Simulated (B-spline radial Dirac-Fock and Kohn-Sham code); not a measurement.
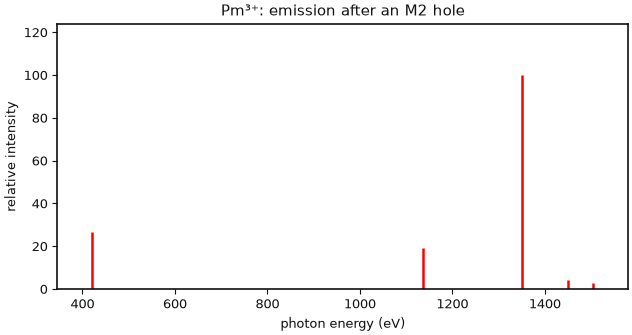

X-ray emission lines that fill an M2 (3p1/2) hole, as sticks. Multiplet splitting by the open shell is left out. The figure is for Pm³⁺, configuration [Xe] 4f2 5d2, which is not the ground configuration. Computed with a B-spline radial atomic code: independent-particle rates on relativistic LDA orbitals of the hole state (multipoles to L = 3), energies from Dirac–Fock ΔSCF. Widths ruled by Coster–Kronig decay come out up to twice the measured ones in this model.

What are the natural width, lifetime and fluorescence yield of the M2 hole?

Answer. Width 5.86 eV, lifetime 0.112 fs, fluorescence yield 0.00181.

How far apart are M2-N4 and M2-M4, and what is their intensity ratio?

Answer. 929 eV apart, with M2-M4 at 0.26 of the intensity of M2-N4.

Which line is the strongest, where is it and what share of the photons does it carry?

Answer. M2-N4 at 1.3503 keV, 65.3 % of the radiative decays.

What multipole carries the M2-N6 line?

Answer. E2; it is forbidden as an electric dipole and holds 0.056 % of the emission.
